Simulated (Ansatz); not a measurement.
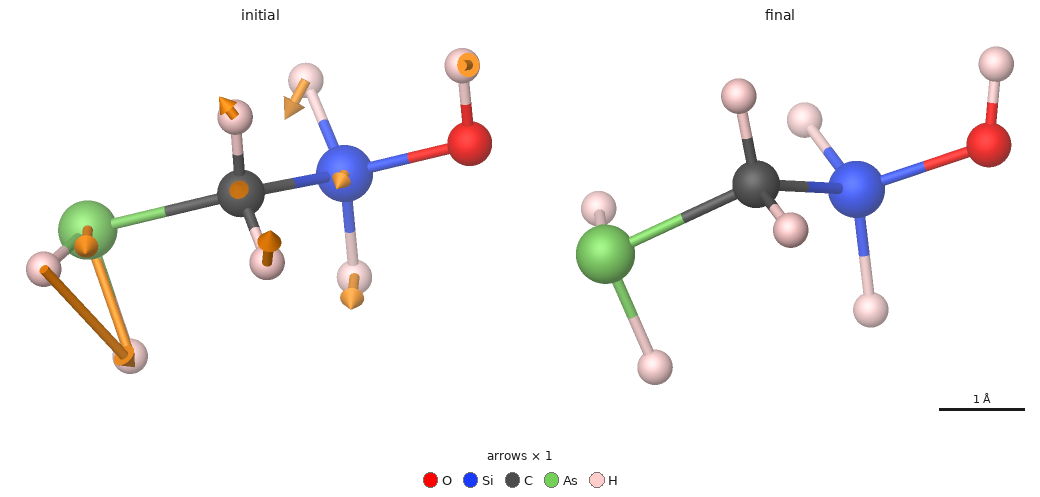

The structure of CH₇AsOSi (coarse preliminary run) before (left) and after (right) a relaxation, at one scale. The orange arrows give the displacements, at their true length.

A ball-and-stick model, seen from a free direction.

The start comes from a force field.

Computed with RKS PBE-D4/def2-SVP in Ansatz 0.2.0.

The input:
```yaml
crystal:
  periodic: [false, false, false]
  atoms:
    - {symbol: O, position_ang: [-1.280000, 2.037900, 0.546200]}
    - {symbol: Si, position_ang: [0.077800, 1.103300, 0.475700]}
    - {symbol: C, position_ang: [-0.327600, -0.480200, -0.444800]}
    - {symbol: As, position_ang: [1.397100, -1.591000, -0.498300]}
    - {symbol: H, position_ang: [-1.503400, 2.315800, -0.427600]}
    - {symbol: H, position_ang: [0.515800, 0.809500, 1.844700]}
    - {symbol: H, position_ang: [1.180200, 1.831800, -0.219900]}
    - {symbol: H, position_ang: [-1.066600, -1.008400, 0.090300]}
    - {symbol: H, position_ang: [-0.617200, -0.229300, -1.422600]}
    - {symbol: H, position_ang: [0.514600, -2.846600, -0.955900]}
    - {symbol: H, position_ang: [1.174800, -1.999700, 1.032700]}
basis:
  gaussian: {orbitals: def2-SVP}
hamiltonian: {xc: pbe, dispersion: d4}
relax: {f_tol: 0.03, max_steps: 200}
```

Command:
```bash
ansatz run in.yaml --threads 4 --pin off --events-out ev --progress --plain --max-ram 10444MiB
```

Describe what moved and what it gained.

H10 moves most after the best rigid fit: 2.02 Å. Largest moves by element: H 2.02 Å, As 0.75 Å, Si 0.28 Å, C 0.27 Å, O 0.10 Å. Near-neighbour distances that change, for instance: O1–H5 1.037 → 0.973 Å, As4–H10 1.601 → 1.544 Å, C3–H8 1.054 → 1.110 Å, As4–H11 1.600 → 1.547 Å. Bond angles that change, for instance: Si2–O1–H5 106.8° → 115.2°, C3–As4–H10 88.2° → 95.1°, H8–C3–H9 113.5° → 107.1°. Groups turn about C3–As4 by about 115°. The energy falls by 48.3 kJ/mol in 33 accepted moves (40 points after the start). Largest force component: 2.8 eV/Å at the start, 0.011 eV/Å at the end. The line search rejected the trial steps at points 6, 9, 15, 21, 24, 38, 39 of the run. The forces were under the threshold at step 8, but the run went on from there. The run took 44 s on 4 threads of Arm Neoverse V2, on a shared host.
